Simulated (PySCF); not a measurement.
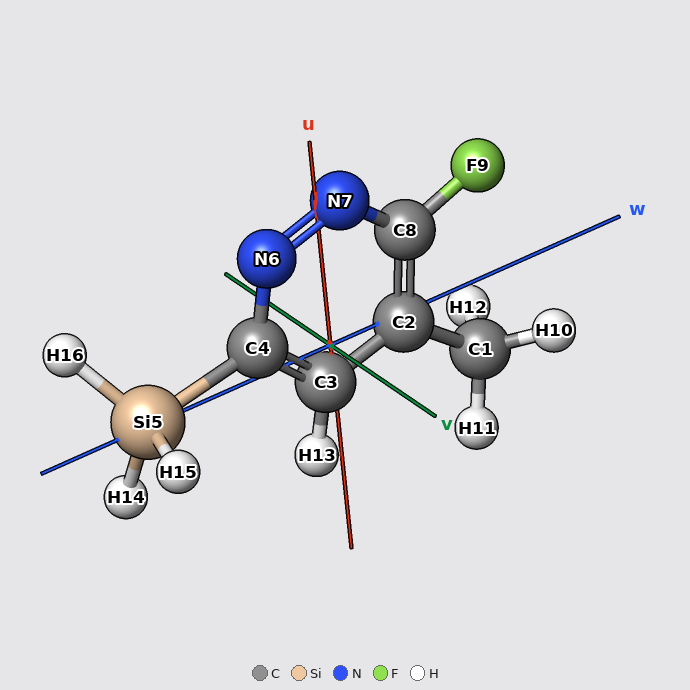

The lines u, v and w are the principal axes of the static dipole polarisability. The geometry was computed by an optimisation with GFN2-xTB. No frequency run is at hand to confirm it as a minimum. Method: PBE0/def2-SVPD (PySCF 2.14.0).

Along which axis is the molecule most polarisable, and along which least?

Most along w (close to the long direction Si5···F9), least along v.

Give the three principal values.

u 98.3, v 66.4, w 131.5 bohr³; mean 98.7, anisotropy 56.3 bohr³.

The geometry is semi-empirical. Around Si such bond lengths and angles can be off by a tenth of an ångström or more and by several degrees, and values that hang on the shape move with them.
